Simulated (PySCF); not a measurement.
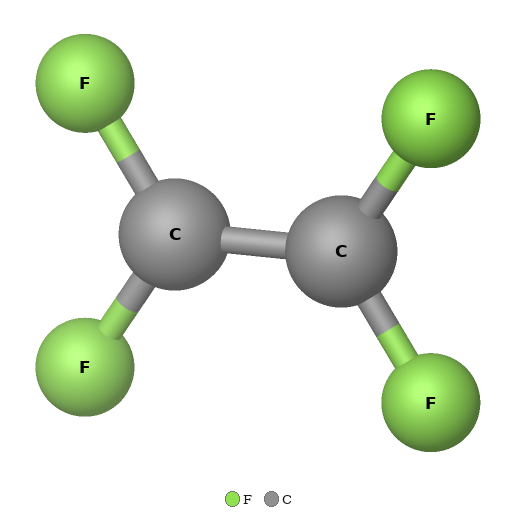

Every bond is drawn as one stick, whatever its order.

Identify the structure.

Formula C2F4. As SMILES it reads `FC(F)=C(F)F`. It has no ring. Among its groups: alkene, C–F bond. This geometry has D2h symmetry. All atoms lie on one plane. Coordination: 2 C trigonal planar.

The parts below concern this one geometry. Atoms keep their numbers from picture to picture. The computed structure is the end point of a PBE0-D3(BJ)/def2-SVP optimisation. No frequency run is at hand to confirm it as a minimum.

## Geometry

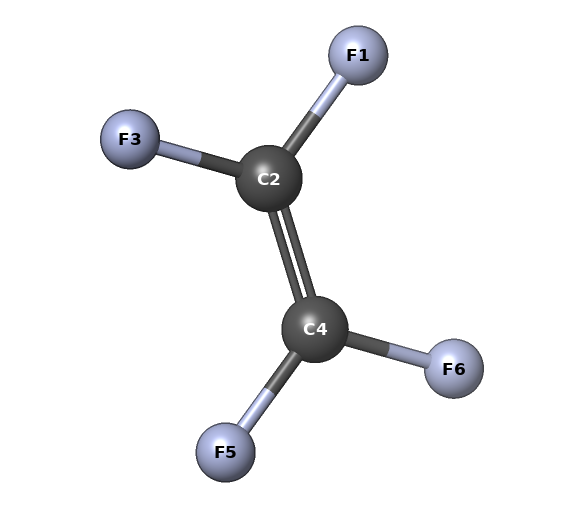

No frequency run is at hand to confirm it as a minimum.

Give the bond lengths.

```json
{"bond": "F1–C2", "length (Å)": "1.308", "order": "single"}
{"bond": "C2–F3", "length (Å)": "1.308", "order": "single"}
{"bond": "C2–C4", "length (Å)": "1.329", "order": "double"}
{"bond": "C4–F5", "length (Å)": "1.308", "order": "single"}
{"bond": "C4–F6", "length (Å)": "1.308", "order": "single"}
```

## Polarisability

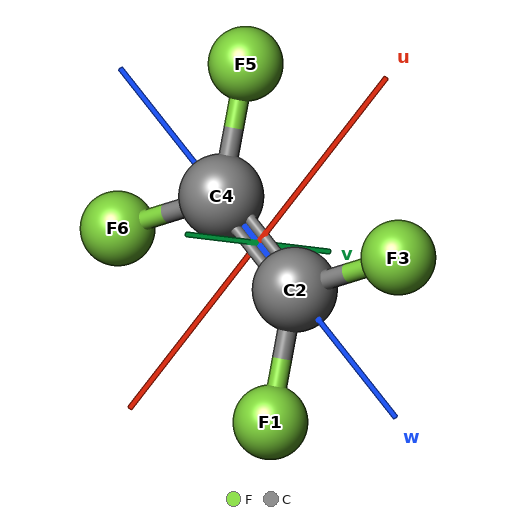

The lines u, v and w are the principal axes of the static dipole polarisability. No frequency run is at hand to confirm it as a minimum. Computed with CAM-B3LYP/def2-SVPD (PySCF 2.14.0).

Question: Along which axis is the molecule most polarisable, and along which least?

Answer: Most along w (in the molecular plane, nearly parallel to the C2–C4 bond), least along v (normal to the molecular plane).

Question: Give the three principal values.

Answer: u 28.4, v 20.6, w 37.9 bohr³; mean 29.0, anisotropy 14.9 bohr³.

## Spin–spin coupling

No frequency run is at hand to confirm it as a minimum. Properties computed with B3LYP/pcJ-1 indirect spin-spin coupling, non-relativistic, gas phase (PySCF 2.14.0). Isotopes: 13C, 19F.

Give the spin–spin coupling constants of these pairs, with the number of bonds between them: F1/C2, C2/F3, C2/C4, C4/F5, C4/F6, F1/F3, F1/C4, C2/F6, C2/F5, F3/C4, F5/F6, F1/F6, F1/F5, F3/F6.

```json
{"pair": "F1, C2", "bonds apart": "1", "J (Hz)": "−353.2"}
{"pair": "C2, F3", "bonds apart": "1", "J (Hz)": "−353.4"}
{"pair": "C2, C4", "bonds apart": "1", "J (Hz)": "212.5"}
{"pair": "C4, F5", "bonds apart": "1", "J (Hz)": "−353.3"}
{"pair": "C4, F6", "bonds apart": "1", "J (Hz)": "−353.5"}
{"pair": "F1, F3", "bonds apart": "2", "J (Hz)": "45.0"}
{"pair": "F1, C4", "bonds apart": "2", "J (Hz)": "55.1"}
{"pair": "C2, F6", "bonds apart": "2", "J (Hz)": "55.1"}
{"pair": "C2, F5", "bonds apart": "2", "J (Hz)": "55.2"}
{"pair": "F3, C4", "bonds apart": "2", "J (Hz)": "55.0"}
{"pair": "F5, F6", "bonds apart": "2", "J (Hz)": "45.1"}
{"pair": "F1, F6", "bonds apart": "3", "J (Hz)": "119.4"}
{"pair": "F1, F5", "bonds apart": "3", "J (Hz)": "−148.0"}
{"pair": "F3, F6", "bonds apart": "3", "J (Hz)": "−147.9"}
```

Density functionals are unreliable for couplings to fluorine, so those rows may be far off.

## NMR shielding

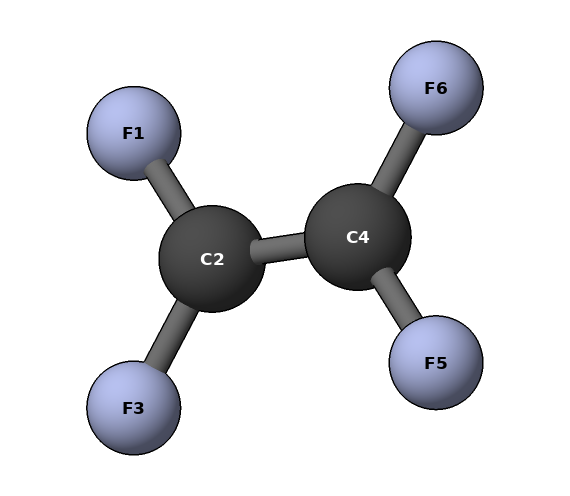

No frequency run is at hand to confirm it as a minimum. Level of theory: GIAO PBE0/pcSseg-1 NMR shielding, non-relativistic, gas phase (PySCF 2.14.0). Principal shieldings σ11 ≤ σ22 ≤ σ33, span Ω = σ33 − σ11, skew κ = 3(σiso − σ22)/Ω.

Give the shielding tensors of the C atoms.

```json
{"atom": "C2, C4", "σ11": "4.8", "σ22": "29.3", "σ33": "66.9", "σiso": "33.7", "Ω": "62.1", "κ": "0.21"}
```

Shieldings and span in ppm.

## Charges

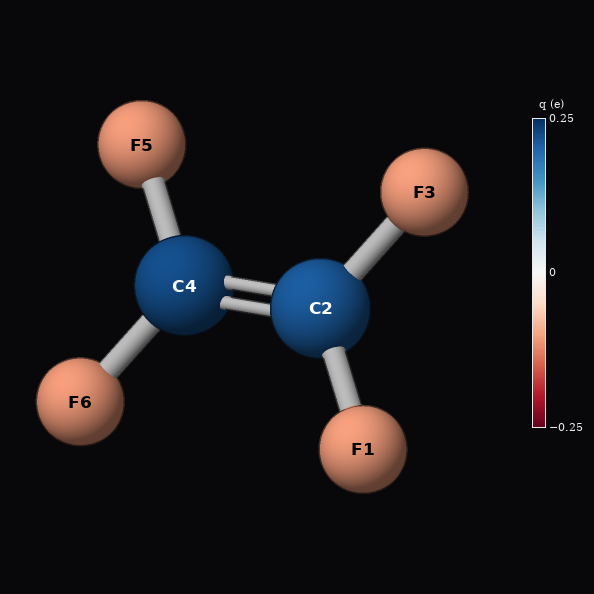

Atoms are coloured by their ESP-fitted charges. No frequency run is at hand to confirm it as a minimum. Properties computed with PBE0/pcSseg-1, gas phase (PySCF 2.14.0).

Give the ESP-fitted charges atom by atom.

| atom | value (e) |
| --- | --- |
| F1 | −0.11 |
| C2 | 0.21 |
| F3 | −0.11 |
| C4 | 0.22 |
| F5 | −0.11 |
| F6 | −0.11 |
